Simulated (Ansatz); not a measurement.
CH4GaN

Input

```
crystal:
  periodic: [false, false, false]
  atoms:
    - {symbol: C, position_ang: [-0.145759, 0.098597, -0.645475]}
    - {symbol: N, position_ang: [0.068204, 0.002169, 0.781721]}
    - {symbol: Ga, position_ang: [1.213727, -1.180542, 1.674905]}
    - {symbol: H, position_ang: [-1.185434, -0.101844, -0.934408]}
    - {symbol: H, position_ang: [0.126902, 1.081252, -1.051216]}
    - {symbol: H, position_ang: [-0.489516, 0.671726, 1.296066]}
    - {symbol: H, position_ang: [0.473075, -0.639358, -1.167293]}
basis:
  gaussian: {orbitals: def2-TZVPP}
hamiltonian: {xc: pbe0, dispersion: d4}
output: {orbitals: {seedname: orbitals}}
```

Run with:

```sh
ansatz run in.yaml --threads 2 --pin off --events-out ev --progress --plain --max-ram 4352MiB
```

Geometry: PBE0-D4/def2-TZVP.

All numbers below come from RKS PBE0-D4/def2-TZVPP in Ansatz.

Question: What will maps of the electron density and electron localisation function show?

Answer: C–N (1.45 Å): the density is about 1.9 e/Å³ at the midpoint; the ELF peaks at about 0.90 between the atoms, as expected for a shared electron pair.
Ga–N (1.87 Å): ρ at the midpoint is about 0.82 e/Å³; the ELF peaks at about 0.90 in the valence shell of N, 0.6 Å from its nucleus, and is about 0.30 at the midpoint.
N–H (1.01 Å): ρ is about 2.9 e/Å³ halfway; the ELF climbs to about 1 towards the hydrogen, as it does in any bond to H; an ordinary covalent bond to hydrogen.
C–H (1.10 Å): ρ at the midpoint is about 2 e/Å³; the ELF climbs to about 1 towards the hydrogen (a covalent bond by its length).

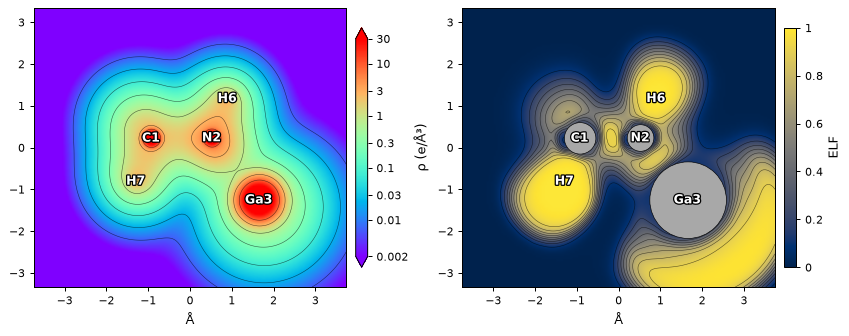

Computed electron density and electron localisation function on the plane of atoms Ga3, N2 and H6, in this order. Grey discs cover the atomic cores in the ELF map. 
